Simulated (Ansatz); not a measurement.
**Ge (diamond structure), cut as [100] wire, round, centred on atom, 1.15 nm across, F-ended**

Method: PBE (plane waves to 420 eV, PAW; Ansatz, a first-principles code).

k-points: Γ-centred 1×1×5 mesh; occupations: Fermi-Dirac, 0.020 eV; spin polarisation not allowed. Scalar-relativistic, no spin-orbit coupling.

 The relaxation kept the symmetry of its start, so a lower minimum of less symmetry isn't excluded. The period along the axis is held at the bulk value.

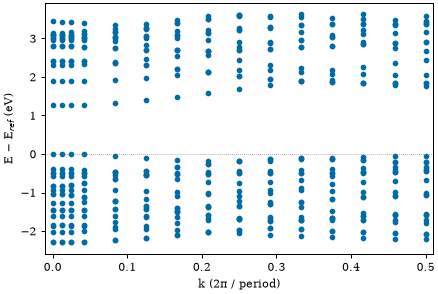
Fig. 1. Levels along the axis at 15 k-points, drawn as points, zero at the top of the valence band

Electronic character: not metallic; Kohn-Sham band gap: 1.26 eV. Only levels within the plotted window are shown.
